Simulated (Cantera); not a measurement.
A closed system holds: 1 mol CH3Cl, 0.98 mol F2, equilibrated at 0.000510 bar.

Equilibrium computed with Cantera from the NASA thermochemical tables; the gas is ideal and each condensed phase is pure. Candidate condensed phases: C, C6H6, C7H8, C8H18; 118 gas species. Rates play no part.

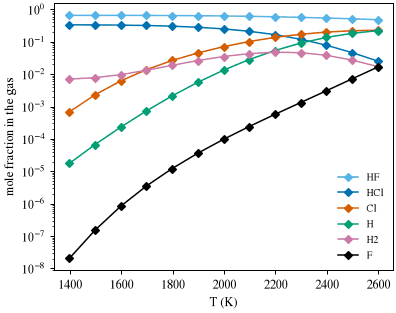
Fig. 1. Equilibrium gas composition (values under 1e-9 drawn at 1e-9)

Read off the mole fractions at 1398 K.

HF about 0.66, HCl about 0.33, H2 about 0.0070, Cl about 0.00069, H about 1.8e-5, F about 2.0e-8.
